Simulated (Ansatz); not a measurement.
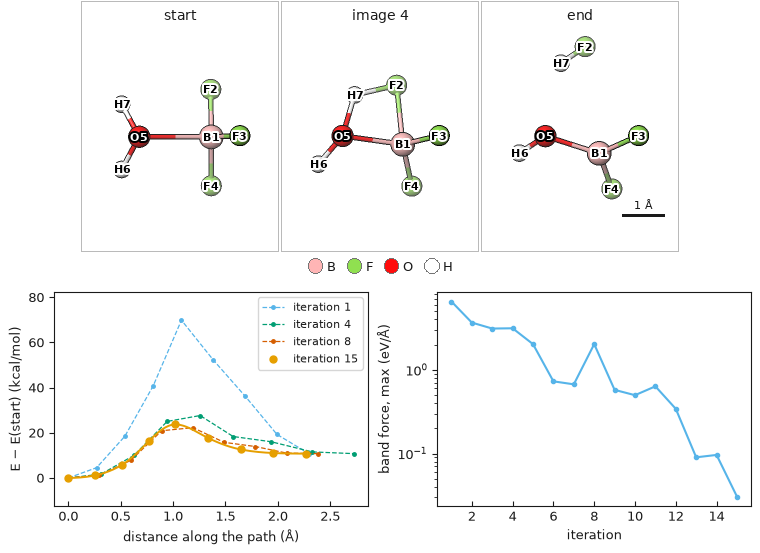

NEB run on BH2OF3. Images are numbered from 0 (start) to 8 (end). The plot follows the band through its iterations. Style: ball-and-stick. Shown face on.

Theory: RKS B3LYP/def2-SVP (Ansatz). Run with 7 movable images; climbing image; force threshold 0.05 eV/Å; iteration limit 60; starting path through a guess of the saddle point.

Q: Did the band converge, and can the barrier be trusted?

A: The result is final at these settings. The band converged in 15 iterations. The largest component of the band force went from 6.5 to 0.031 eV/Å. The climbing image converged on the top of the path. Its vibrational analysis gives one imaginary mode (996i cm⁻¹), as a transition state must have. The first iteration put the highest image at 69.9 kcal/mol. Forward barrier 23.7 kcal/mol, backward barrier 12.9 kcal/mol, with image 4 at the top; the reaction energy is +10.8 kcal/mol.
